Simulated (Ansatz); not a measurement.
# Redistribution: C2H5Br + C4H9I → CH2BrI + C5H12

Species: C2H5Br (bromoethane) `CCBr`, singlet; C4H9I (tert-butyl iodide) `CC(C)(C)I`, singlet; CH2BrI (bromoiodomethane) `BrCI`, singlet; C5H12 (neopentane) `CC(C)(C)C`, singlet. The partners trade CH3 for I; both sit on C, so the bond types are kept.

Shapes, held fixed at every level: PBE0-D4/def2-TZVP. Programs: Ansatz 0.2.0. Electronic energies: no zero-point or thermal term.

```json
{"level": "HF/def2-TZVPP", "kind": "Hartree–Fock", "ΔE (kJ/mol)": "+34.0", "less CCSD(T)/def2-TZVPP": "+2.9"}
{"level": "PBE-D4/def2-TZVPP", "kind": "GGA", "ΔE (kJ/mol)": "+30.3", "less CCSD(T)/def2-TZVPP": "-0.8"}
{"level": "PBE0-D4/def2-TZVPP", "kind": "global hybrid", "ΔE (kJ/mol)": "+31.2", "less CCSD(T)/def2-TZVPP": "+0.1"}
{"level": "r2SCAN0-D4/def2-TZVPP", "kind": "global hybrid", "ΔE (kJ/mol)": "+32.9", "less CCSD(T)/def2-TZVPP": "+1.8"}
{"level": "wB97X-V/def2-TZVPP", "kind": "range-separated hybrid", "ΔE (kJ/mol)": "+28.6", "less CCSD(T)/def2-TZVPP": "-2.5"}
{"level": "MP2/def2-SVP", "kind": "perturbation theory", "ΔE (kJ/mol)": "+34.5", "less CCSD(T)/def2-TZVPP": "+3.4"}
{"level": "CCSD(T)/def2-TZVPP", "kind": "coupled cluster or CI", "ΔE (kJ/mol)": "+31.1", "less CCSD(T)/def2-TZVPP": "0.0"}
```

The highest level, CCSD(T)/def2-TZVPP, gives ΔE = +31.1 kJ/mol; the levels span +28.6 to +34.5. The column of differences is taken from that level and isn't an error. No measured value is set beside it here. For atoms past krypton def2 sets carry core potentials with scalar relativity. Relativity is left out for Br unless named. Correlated rows may include outer-core shells of Br, I, which these sets cover unevenly.

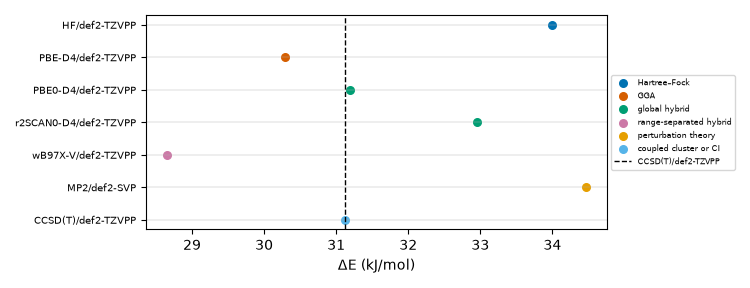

The values of the table, level by level.
